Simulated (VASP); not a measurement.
Band structure of RbMgF₃ (space group Pm-3m). Computed with PBEsol GGA with spin-orbit coupling, VASP's PBE PAW potentials (set 64) (plane waves; VASP 6.6.1).

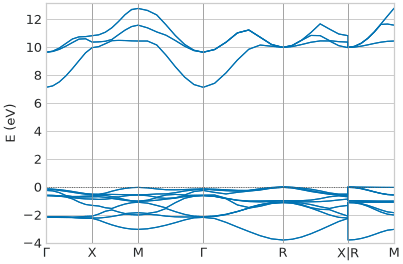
Bands along high-symmetry lines, zero at the valence-band maximum or, without a gap, the Fermi level

Task: Read the plot: is there a gap, and where are the band edges?

Result: The gap is indirect, 7.13 eV, from the valence maximum at R to the conduction minimum at Γ.

The structure comes from a computed database's RbMgF3 entry (Pm-3m); how it stands against other phases isn't given here. The cell was not relaxed at this level.
